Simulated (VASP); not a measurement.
Band structure of Eu (bcc). Computed with PBE GGA with D3 dispersion (zero damping), VASP's PBE PAW potentials (set 64) (plane waves; VASP).

The 4f electrons are frozen in the core of the lanthanide potential, so 4f levels, which can set the real gap, and their magnetism are missing.

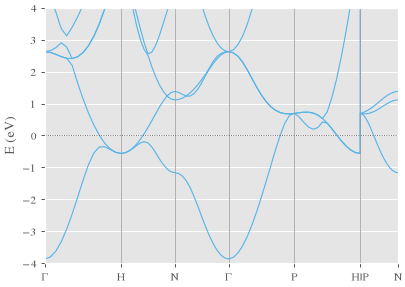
*Bands along high-symmetry lines, zero at the valence-band maximum or, without a gap, the Fermi level*

Task: Read the plot: is there a gap, and where are the band edges?

Result: It has no gap at this level: it comes out as a metal or semimetal. (Edges off the drawn lines would not show.)

The compound is Eu in the bcc structure. It was relaxed first, which changed the volume by -13 %.
